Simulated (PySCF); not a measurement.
# C₂H₉Si₂ (SMILES [CH2][SiH](C)[SiH3]) (doublet): what the fields show

```xyz
13

Si    0.3152   -0.5212    0.1766
Si   -0.7723    0.0870   -1.8253
C     1.3497    0.9322    0.7825
C    -0.9792   -0.9989    1.4065
H     1.1882   -1.7034   -0.1218
H    -1.6741    1.2563   -1.5718
H    -1.6035   -1.0377   -2.3578
H     0.2136    0.4840   -2.8824
H     2.1018    1.2208    0.0326
H     0.7084    1.8064    0.9754
H     1.8726    0.6765    1.7170
H    -1.3901   -2.0123    1.4711
H    -1.4614   -0.2647    2.0619
```

Geometry: PBE0-D3(BJ)/def2-SVP.

Method: UKS B3LYP, IGLO-III on C Si, pcH-1 on H, non-relativistic, mean-field spin-orbit, GIAO (PySCF 2.14.0, density-fitted response routines).

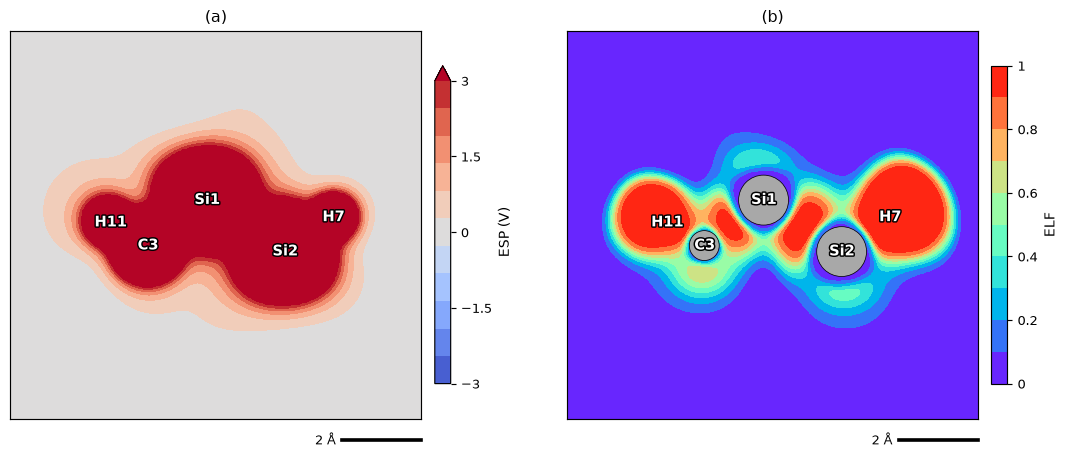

Figure 1. (a) electrostatic potential; (b) electron localisation function on the plane of atoms Si1, C3 and H11. Grey discs cover the atomic cores in the ELF map.

### Interpret the plot.

The section cuts through Si, C and H sites. Si–Si (2.36 Å): the ELF peaks at about 1 between the atoms: a shared electron pair. C–H (1.10 Å): the ELF climbs to about 1 towards the hydrogen, as it does in any bond to H (an ordinary covalent bond to hydrogen). Si–H (1.50 Å): the ELF climbs to about 1 towards the hydrogen. The potential has no marked negative region in this plane.

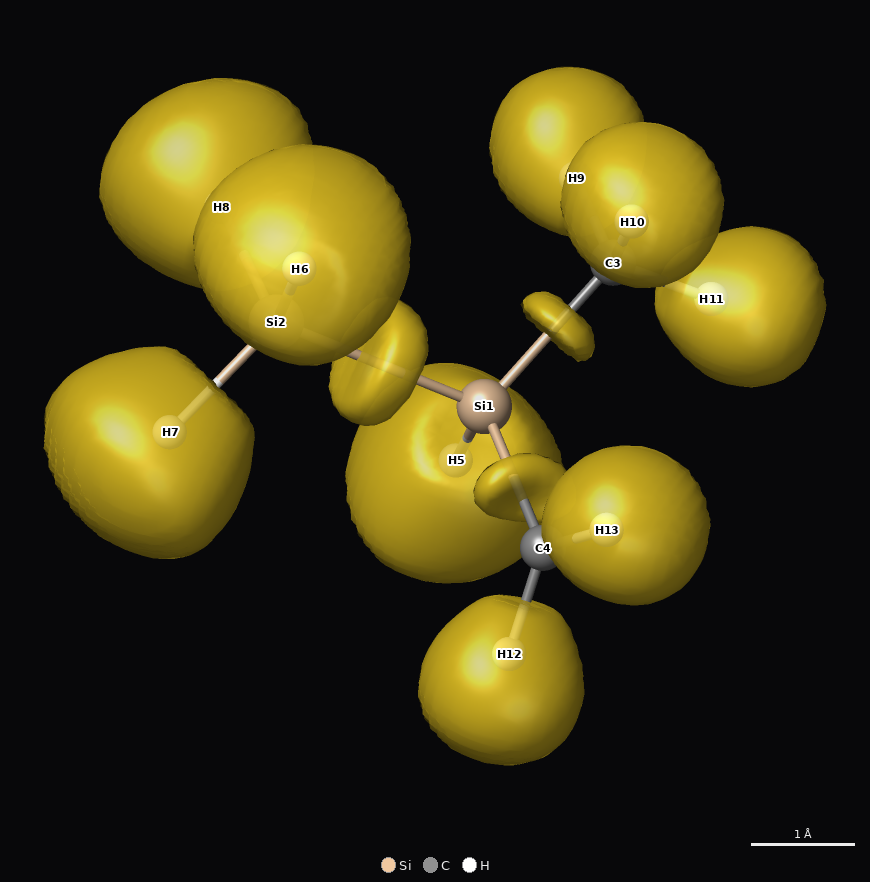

Figure 2. Isosurface of the electron localisation function at 0.9 (yellow), seen at a tilt. Core shells and regions of very low density are left out.

### Describe the localisation domains.

The ELF exceeds this value in two regions between bonded C–Si atoms (shared pairs), one region between bonded Si–Si atoms (shared pairs) and nine regions around hydrogen nuclei.


C–Si (1.85 Å): the ELF peaks at about 0.95 between the atoms: a shared electron pair.

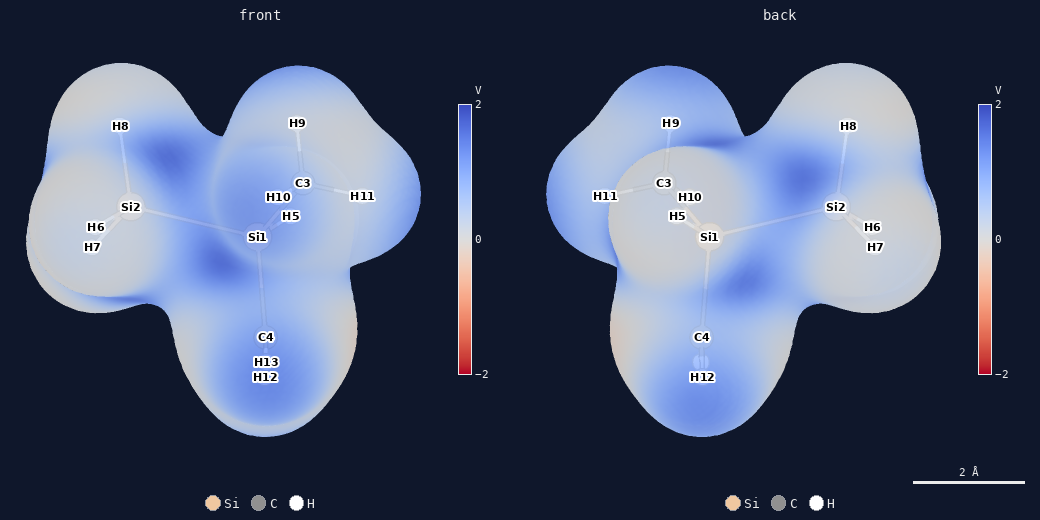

Figure 3. The electrostatic potential painted on the density surface at 0.004 e/bohr³, seen from the front and from behind; the colour scale runs from red (negative) to blue (positive).

### Where is the surface potential most negative and most positive?

The most negative region (about −0.1 V) lies over the π face of C4, the most positive (about +1.6 V) over Si1 and Si2.
